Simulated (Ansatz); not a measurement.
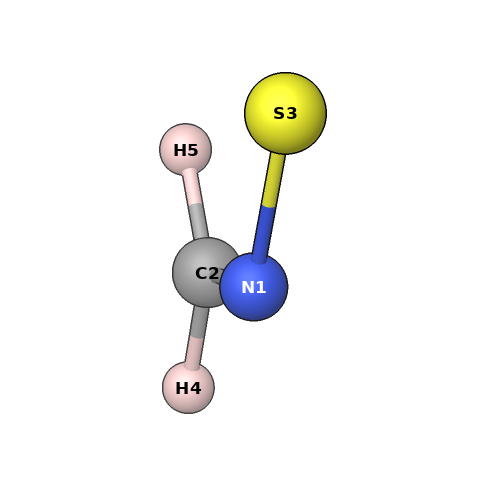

C2 lies behind N1. The molecule seen a little off the N1–C2 bond, N1 in front. Distant atoms are faded towards the background colour. Charge −1, singlet. The computed structure is the end point of a PBE0-D4/def2-TZVPD optimisation. No frequency run is at hand to confirm it as a minimum.

Question: What is the torsion angle S3–N1–C2–H4? The sign is positive where the front bond must turn clockwise to cover the back bond.

Answer: 180°, antiperiplanar (anti).
